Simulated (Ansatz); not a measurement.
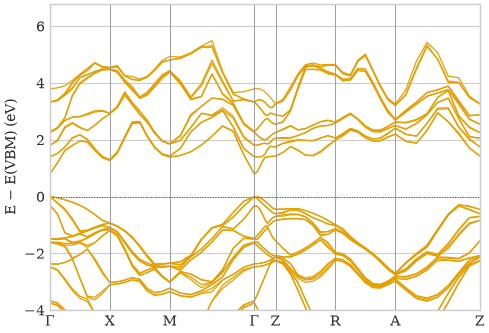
Figure: Band structure from DFT-PBE with spin–orbit coupling in the program Ansatz with PAW potentials

Read off the gap and where the band edges lie.

About 0.8 eV (0.79 eV by a search for the band edges); maximum at Γ, minimum at Γ.

The material is AlGaAs2 in space group P-4m2 (No. 115; Pearson symbol tP8).

The start of the workflow was typed in or built on a structure type; neither database checked (COD, Materials Project) lists it. Its standing as an ambient phase is unchecked. Symmetry was held in the PBE relaxation; whether a distortion lowers the energy is not shown.

Potentials: the earlier of the program's two PAW sets.
